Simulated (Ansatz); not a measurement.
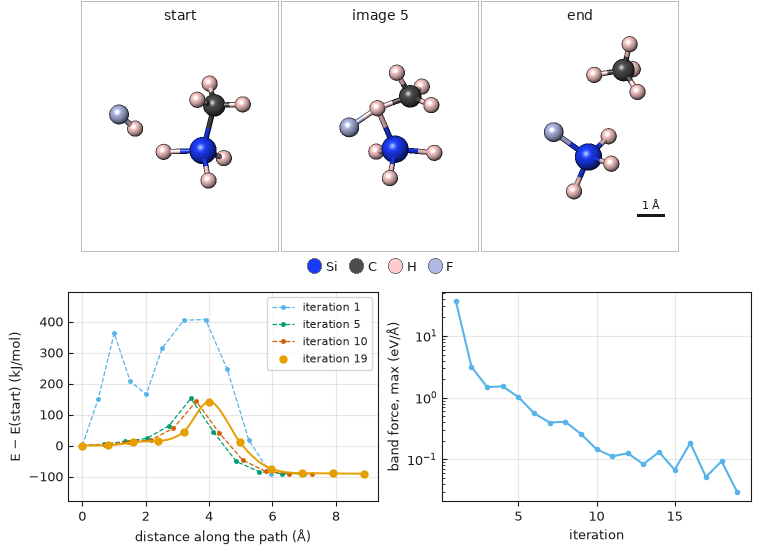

A search for the minimum-energy path of CH$_{7}$FSi by the nudged elastic band. Images are numbered from 0 (start) to 10 (end). The plot follows the band through its iterations. Style: ball-and-stick. Shown at a tilt.

Theory: RKS PBE-D4/def2-SVPD in Ansatz. Settings: 9 movable images; climbing image; force threshold 0.05 eV/Å; iteration limit 60; starting path through a guess of the saddle point.

Judge this run.

Answer. The result is final at these settings. The band converged in 19 iterations. The largest component of the band force went from 36 to 0.03 eV/Å. The climbing image converged on the top of the path. Its vibrational analysis gives one imaginary mode (797i cm⁻¹), as a transition state must have. The first iteration put the highest image at 407.0 kJ/mol. The highest point, image 5, lies 141.4 kJ/mol above the start and 232.2 kJ/mol above the end; the end is at −90.8 kJ/mol relative to the start.

Cost: 2.9 min on 4 threads of Arm Neoverse V1, with other jobs on the host, peak memory 0.15 GiB.
